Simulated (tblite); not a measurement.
# Geometry relaxation of C$_{6}$H$_{9}$OSi (part 4 of 4)

Continued. System: C$_{6}$H$_{9}$OSi, multiplicity 2. Method: GFN2-xTB geometry optimisation, gas phase (tblite 0.8.0). It belongs to a series of runs on one base structure; here: H removed from aryl C.

Geometry of the input (Å):
```
C  -2.4972  0.6612  0.5065
C  -1.9707  -0.6533  0.0178
C  -0.5434  -0.4212  -0.3403
C  0.4777  -0.2680  0.5851
C  1.6204  -0.0721  -0.1753
Si 3.2797  0.1778  0.5722
O  1.2788  -0.0894  -1.4489
C  0.0100  -0.2897  -1.6080
H  -2.9890  0.6029  1.5179
H  -3.1516  1.0861  -0.2646
H  -1.6377  1.3500  0.6609
H  -2.5527  -1.0853  -0.8095
H  -1.9885  -1.3465  0.8944
H  3.1111  0.3806  2.0318
H  3.9568  1.3649  0.0052
H  4.0817  -1.0393  0.4105
H  -0.4923  -0.3466  -2.5655
```

Trajectory as extended XYZ, continued:
```
17
Properties=species:S:1:pos:R:3:forces:R:3 step=81 energy=-628.93212
C    -2.6715    0.6930    0.5073    0.0120  -0.0060  -0.0070
C    -2.0057   -0.6195    0.0928    0.0020  -0.0090  -0.0080
C    -0.5642   -0.4187   -0.2258   -0.0020  -0.0020   0.0020
C     0.5100   -0.2152    0.6627   -0.0050  -0.0050   0.0000
C     1.6697   -0.0614   -0.0256   -0.0050  -0.0050  -0.0050
Si    3.4535    0.1921    0.4733    0.0010  -0.0080  -0.0010
O     1.3651   -0.1597   -1.3558   -0.0080   0.0080  -0.0060
C     0.0370   -0.3662   -1.4542   -0.0010  -0.0090   0.0060
H    -3.7173    0.5246    0.7526   -0.0030   0.0020   0.0080
H    -2.6176    1.4170   -0.3029    0.0090   0.0040   0.0060
H    -2.1709    1.1106    1.3776   -0.0020   0.0060   0.0010
H    -2.5131   -1.0285   -0.7829    0.0010   0.0010  -0.0140
H    -2.0927   -1.3423    0.9074   -0.0070   0.0060   0.0050
H     3.4595    0.4066    1.9192    0.0050   0.0060   0.0040
H     3.9928    1.3510   -0.2397   -0.0020   0.0080   0.0010
H     4.2301   -1.0012    0.1255   -0.0020   0.0030  -0.0020
H    -0.3718   -0.4702   -2.4414    0.0070  -0.0010   0.0120
17
Properties=species:S:1:pos:R:3:forces:R:3 step=83 energy=-628.93222
C    -2.6679    0.6934    0.5078   -0.0010   0.0060   0.0000
C    -2.0056   -0.6206    0.0923   -0.0100  -0.0020  -0.0010
C    -0.5645   -0.4223   -0.2276   -0.0040   0.0040   0.0030
C     0.5094   -0.2199    0.6611    0.0010  -0.0040   0.0020
C     1.6686   -0.0639   -0.0272    0.0040  -0.0040   0.0030
Si    3.4509    0.1928    0.4749    0.0100  -0.0040  -0.0010
O     1.3642   -0.1599   -1.3577   -0.0040   0.0100   0.0030
C     0.0363   -0.3665   -1.4560   -0.0010  -0.0150   0.0040
H    -3.7138    0.5275    0.7555    0.0040   0.0000   0.0040
H    -2.6148    1.4168   -0.3029    0.0100   0.0040   0.0050
H    -2.1659    1.1120    1.3771    0.0010  -0.0050  -0.0080
H    -2.5156   -1.0282   -0.7825    0.0010  -0.0010  -0.0160
H    -2.0935   -1.3425    0.9073   -0.0060  -0.0010   0.0070
H     3.4588    0.4089    1.9209   -0.0020   0.0020  -0.0030
H     3.9887    1.3532   -0.2371   -0.0020   0.0080  -0.0010
H     4.2299   -0.9989    0.1273   -0.0010   0.0020  -0.0010
H    -0.3722   -0.4697   -2.4430    0.0010  -0.0010   0.0010
17
Properties=species:S:1:pos:R:3:forces:R:3 step=85 energy=-628.93230
C    -2.6654    0.6937    0.5080   -0.0110   0.0070   0.0020
C    -2.0061   -0.6219    0.0923   -0.0090   0.0020   0.0020
C    -0.5650   -0.4248   -0.2282   -0.0020  -0.0010   0.0040
C     0.5092   -0.2225    0.6600    0.0030  -0.0020   0.0040
C     1.6681   -0.0648   -0.0287    0.0050   0.0010   0.0080
Si    3.4499    0.1936    0.4751    0.0050   0.0070  -0.0010
O     1.3629   -0.1591   -1.3591    0.0020   0.0010   0.0100
C     0.0353   -0.3682   -1.4567   -0.0010  -0.0030   0.0020
H    -3.7123    0.5305    0.7544    0.0090   0.0010  -0.0030
H    -2.6084    1.4176   -0.3021    0.0050   0.0030   0.0060
H    -2.1647    1.1108    1.3789    0.0060  -0.0100  -0.0120
H    -2.5167   -1.0288   -0.7827    0.0010   0.0010  -0.0070
H    -2.0950   -1.3426    0.9084   -0.0050  -0.0040   0.0000
H     3.4581    0.4104    1.9211   -0.0050  -0.0010  -0.0060
H     3.9871    1.3557   -0.2349   -0.0040   0.0010  -0.0020
H     4.2289   -0.9978    0.1280    0.0050  -0.0020  -0.0040
H    -0.3728   -0.4697   -2.4438   -0.0050  -0.0030  -0.0030
17
Properties=species:S:1:pos:R:3:forces:R:3 step=87 energy=-628.93236
C    -2.6649    0.6942    0.5081    0.0000  -0.0010  -0.0040
C    -2.0072   -0.6223    0.0923    0.0030   0.0010  -0.0010
C    -0.5655   -0.4261   -0.2280    0.0020  -0.0050   0.0030
C     0.5093   -0.2243    0.6600   -0.0020  -0.0030   0.0050
C     1.6682   -0.0663   -0.0285   -0.0040   0.0050   0.0060
Si    3.4502    0.1942    0.4752   -0.0040   0.0060  -0.0050
O     1.3623   -0.1594   -1.3590    0.0030  -0.0080   0.0060
C     0.0348   -0.3698   -1.4566    0.0010   0.0090   0.0040
H    -3.7122    0.5321    0.7532    0.0070   0.0050  -0.0040
H    -2.6043    1.4187   -0.3011   -0.0030   0.0040   0.0030
H    -2.1639    1.1094    1.3795    0.0050  -0.0090  -0.0040
H    -2.5171   -1.0285   -0.7838    0.0010   0.0040   0.0040
H    -2.0970   -1.3429    0.9086   -0.0050  -0.0020  -0.0080
H     3.4587    0.4120    1.9211   -0.0060  -0.0030  -0.0040
H     3.9856    1.3575   -0.2342   -0.0030   0.0010  -0.0040
H     4.2295   -0.9968    0.1275    0.0060   0.0000  -0.0030
H    -0.3735   -0.4696   -2.4442   -0.0020  -0.0040   0.0060
17
Properties=species:S:1:pos:R:3:forces:R:3 step=89 energy=-628.93244
C    -2.6646    0.6948    0.5080    0.0190  -0.0060  -0.0070
C    -2.0084   -0.6222    0.0914    0.0110  -0.0030  -0.0040
C    -0.5660   -0.4277   -0.2275    0.0030  -0.0030   0.0020
C     0.5090   -0.2274    0.6609   -0.0070  -0.0010   0.0070
C     1.6683   -0.0692   -0.0270   -0.0100   0.0040   0.0010
Si    3.4503    0.1948    0.4755   -0.0070  -0.0060  -0.0070
O     1.3624   -0.1612   -1.3576    0.0010  -0.0080  -0.0010
C     0.0346   -0.3708   -1.4561    0.0030   0.0090   0.0060
H    -3.7115    0.5336    0.7540    0.0020   0.0090  -0.0020
H    -2.6027    1.4199   -0.3003   -0.0090   0.0040  -0.0030
H    -2.1607    1.1085    1.3783   -0.0010  -0.0050   0.0070
H    -2.5177   -1.0268   -0.7857    0.0000   0.0020   0.0060
H    -2.0998   -1.3434    0.9071   -0.0060  -0.0020  -0.0100
H     3.4599    0.4140    1.9211   -0.0060  -0.0050  -0.0040
H     3.9816    1.3592   -0.2347    0.0000   0.0040  -0.0060
H     4.2321   -0.9947    0.1266    0.0000   0.0070   0.0000
H    -0.3740   -0.4695   -2.4439    0.0060  -0.0020   0.0160
17
Properties=species:S:1:pos:R:3:forces:R:3 step=91 energy=-628.93259
C    -2.6620    0.6961    0.5074    0.0260  -0.0010   0.0020
C    -2.0101   -0.6223    0.0893    0.0060  -0.0040  -0.0040
C    -0.5666   -0.4319   -0.2265    0.0020   0.0000   0.0020
C     0.5079   -0.2348    0.6632   -0.0060   0.0070   0.0050
C     1.6675   -0.0745   -0.0238   -0.0060  -0.0060  -0.0020
Si    3.4496    0.1962    0.4752   -0.0050  -0.0120  -0.0050
O     1.3625   -0.1650   -1.3548   -0.0020   0.0040  -0.0040
C     0.0346   -0.3722   -1.4545    0.0050  -0.0030   0.0060
H    -3.7088    0.5380    0.7556    0.0020   0.0110  -0.0040
H    -2.5988    1.4230   -0.2993   -0.0100  -0.0020  -0.0060
H    -2.1540    1.1060    1.3770   -0.0060   0.0020   0.0140
H    -2.5190   -1.0232   -0.7894   -0.0040  -0.0020  -0.0030
H    -2.1064   -1.3445    0.9033   -0.0030  -0.0050  -0.0070
H     3.4612    0.4174    1.9205   -0.0050  -0.0070  -0.0020
H     3.9725    1.3637   -0.2362    0.0020   0.0020  -0.0080
H     4.2373   -0.9899    0.1253   -0.0070   0.0170   0.0030
H    -0.3745   -0.4701   -2.4423    0.0100   0.0000   0.0140
17
Properties=species:S:1:pos:R:3:forces:R:3 step=94 energy=-628.93274
C    -2.6573    0.6974    0.5070   -0.0090   0.0050   0.0090
C    -2.0111   -0.6235    0.0880   -0.0050   0.0000   0.0010
C    -0.5669   -0.4365   -0.2248   -0.0010  -0.0010   0.0010
C     0.5071   -0.2403    0.6654    0.0020   0.0100  -0.0010
C     1.6663   -0.0780   -0.0221    0.0050  -0.0060   0.0020
Si    3.4482    0.1978    0.4733   -0.0020   0.0090   0.0050
O     1.3617   -0.1669   -1.3532    0.0000   0.0050   0.0030
C     0.0343   -0.3744   -1.4525    0.0000  -0.0070   0.0000
H    -3.7062    0.5446    0.7520    0.0100   0.0040  -0.0070
H    -2.5904    1.4263   -0.2980    0.0040  -0.0100   0.0080
H    -2.1514    1.1016    1.3807   -0.0010   0.0070  -0.0020
H    -2.5202   -1.0213   -0.7920   -0.0020   0.0020  -0.0050
H    -2.1130   -1.3462    0.9007    0.0040  -0.0070  -0.0030
H     3.4601    0.4189    1.9184   -0.0040  -0.0050   0.0030
H     3.9662    1.3688   -0.2374   -0.0020  -0.0100  -0.0050
H     4.2400   -0.9849    0.1245   -0.0010   0.0070  -0.0050
H    -0.3745   -0.4716   -2.4399    0.0000  -0.0020  -0.0040
17
Properties=species:S:1:pos:R:3:forces:R:3 step=96 energy=-628.93281
C    -2.6557    0.6979    0.5076   -0.0100  -0.0010   0.0000
C    -2.0117   -0.6240    0.0878   -0.0010   0.0000   0.0010
C    -0.5670   -0.4381   -0.2240   -0.0010   0.0010  -0.0020
C     0.5070   -0.2408    0.6661   -0.0010   0.0000  -0.0020
C     1.6662   -0.0799   -0.0216    0.0000   0.0080   0.0020
Si    3.4476    0.1989    0.4730   -0.0010   0.0080   0.0050
O     1.3614   -0.1671   -1.3526    0.0010  -0.0080   0.0040
C     0.0342   -0.3760   -1.4517   -0.0010   0.0000  -0.0020
H    -3.7056    0.5475    0.7486    0.0050   0.0010   0.0030
H    -2.5858    1.4273   -0.2967    0.0100  -0.0060   0.0070
H    -2.1510    1.1001    1.3831   -0.0030   0.0040  -0.0060
H    -2.5208   -1.0207   -0.7929    0.0010   0.0080   0.0010
H    -2.1150   -1.3476    0.8996    0.0030  -0.0040  -0.0020
H     3.4593    0.4190    1.9180   -0.0030  -0.0030   0.0070
H     3.9641    1.3699   -0.2384   -0.0020  -0.0050  -0.0050
H     4.2406   -0.9822    0.1234    0.0030   0.0000  -0.0060
H    -0.3747   -0.4723   -2.4391   -0.0010  -0.0030  -0.0040
17
Properties=species:S:1:pos:R:3:forces:R:3 step=98 energy=-628.93285
C    -2.6546    0.6983    0.5080    0.0040  -0.0040  -0.0030
C    -2.0124   -0.6243    0.0874    0.0030  -0.0010   0.0010
C    -0.5674   -0.4396   -0.2235   -0.0010   0.0030  -0.0040
C     0.5064   -0.2420    0.6669   -0.0040  -0.0040   0.0000
C     1.6659   -0.0817   -0.0204   -0.0050   0.0130   0.0000
Si    3.4469    0.2002    0.4736    0.0010  -0.0040   0.0020
O     1.3613   -0.1683   -1.3515    0.0010  -0.0110  -0.0010
C     0.0341   -0.3774   -1.4511    0.0000   0.0020  -0.0020
H    -3.7049    0.5499    0.7470   -0.0020   0.0010   0.0100
H    -2.5818    1.4280   -0.2955    0.0080  -0.0010   0.0000
H    -2.1491    1.0993    1.3836   -0.0090   0.0010  -0.0010
H    -2.5215   -1.0191   -0.7942    0.0010   0.0070   0.0000
H    -2.1169   -1.3492    0.8979    0.0010  -0.0020   0.0000
H     3.4594    0.4194    1.9187   -0.0020  -0.0020   0.0060
H     3.9605    1.3707   -0.2400    0.0000   0.0030  -0.0040
H     4.2418   -0.9793    0.1218    0.0010   0.0020  -0.0030
H    -0.3748   -0.4730   -2.4387    0.0020  -0.0030   0.0000
17
Properties=species:S:1:pos:R:3:forces:R:3 step=100 energy=-628.93290
C    -2.6531    0.6985    0.5084    0.0100   0.0000   0.0000
C    -2.0130   -0.6248    0.0872    0.0010  -0.0010   0.0000
C    -0.5678   -0.4411   -0.2231    0.0000   0.0020  -0.0020
C     0.5055   -0.2433    0.6677   -0.0030   0.0000   0.0010
C     1.6651   -0.0819   -0.0191   -0.0030   0.0050  -0.0010
Si    3.4461    0.2017    0.4740    0.0010  -0.0090  -0.0010
O     1.3612   -0.1699   -1.3502    0.0010  -0.0040  -0.0030
C     0.0340   -0.3788   -1.4505    0.0020  -0.0010  -0.0020
H    -3.7042    0.5528    0.7452   -0.0020   0.0010   0.0070
H    -2.5754    1.4286   -0.2942    0.0000   0.0010  -0.0030
H    -2.1484    1.0979    1.3851   -0.0080  -0.0020   0.0030
H    -2.5221   -1.0170   -0.7954   -0.0020   0.0020  -0.0020
H    -2.1189   -1.3510    0.8963    0.0000   0.0000   0.0010
H     3.4595    0.4194    1.9195    0.0000   0.0000   0.0000
H     3.9569    1.3718   -0.2421    0.0010   0.0060   0.0010
H     4.2424   -0.9763    0.1197   -0.0010   0.0030   0.0010
H    -0.3745   -0.4746   -2.4383    0.0030  -0.0040   0.0010
```

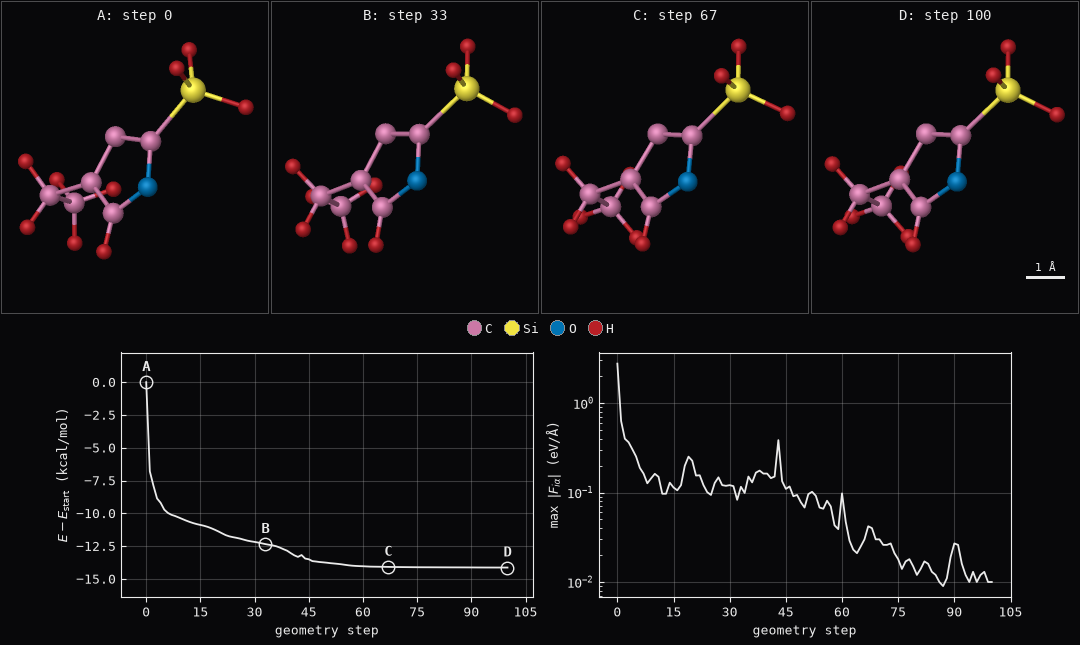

*Frames of the relaxation (ball-and-stick view, seen at a tilt) above the curves, on which the letters mark them (steps are counted from 0).*

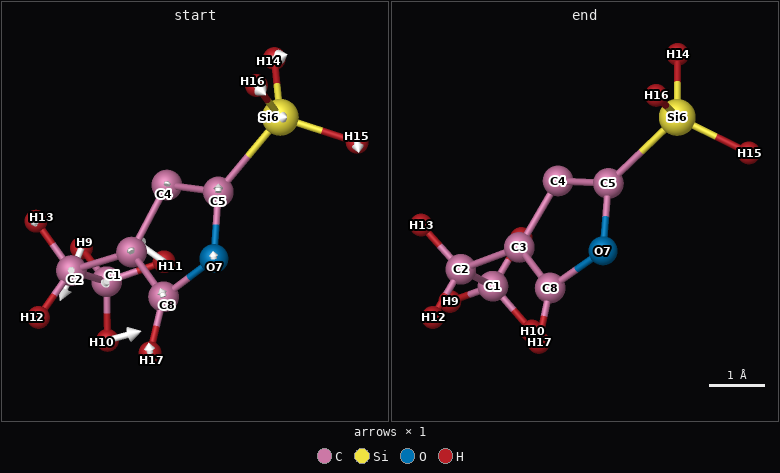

*Before (left) and after (right) the relaxation, at one scale (ball-and-stick view, seen at a tilt). The white arrows give the displacements, at true length.*

The largest move after the best rigid fit is that of H9, 1.05 Å. By element the largest moves are H 1.05 Å, Si 0.19 Å, C 0.18 Å, O 0.15 Å. Among the contacts that change: O7–C8 1.294 → 1.347 Å, C5–O7 1.319 → 1.368 Å, C1–H9 1.126 → 1.087 Å, C5–Si6 1.837 → 1.870 Å. Among the angles that change: C4–C5–Si6 122.7° → 134.3°, Si6–C5–O7 129.0° → 118.6°, O7–C8–H17 124.9° → 117.2°. After 100 geometry steps the energy has fallen by 14.1 kcal/mol. Largest force component: 2.8 eV/Å at the start, 0.01 eV/Å at the end. (Atoms are counted from 1 in the order of the input.)
